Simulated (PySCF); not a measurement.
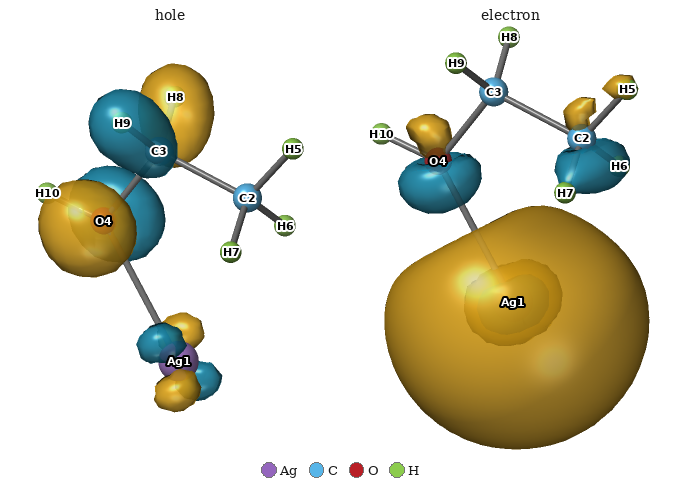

Figure 1: C2H6AgO, charge +1, SMILES `[Ag+].CCO`. Leading natural transition orbital pair of S₁ (TDA singlet states); the surfaces enclose about 70 % of each orbital's density.

Level of theory: B3LYP/def2-SVP (PySCF), at a geometry from GFN2-xTB. Core potentials replace the inner electrons of Ag; spin–orbit coupling isn't included. The pair's geometry is semi-empirical, so its contact may be too short or too long. GFN2-xTB bond lengths at metals and heavier atoms can be off by up to 0.1 Å and shapes distorted, which carries into these values. Without diffuse functions Rydberg states are missing, so the states' numbers hold for this basis only.

Q: Characterise the state.

A: 3.70 eV (335 nm), f = 0.005, ligand-to-metal charge transfer; the leading pair carries 100 %; hole on O4 (53 %), C3 (14 %) and Ag1 (10 %), electron on Ag1 (88 %); their centroids lie 2.6 Å apart. In canonical orbitals it is mainly HOMO → LUMO (99 %). The HOMO–LUMO gap is 4.66 eV.

The PySCF run took 2.8 min on 1 thread of Intel(R) Xeon(R) Processor @ 2.50GHz (Skylake/Cascade Lake), on a shared host, peak memory 0.56 GiB.
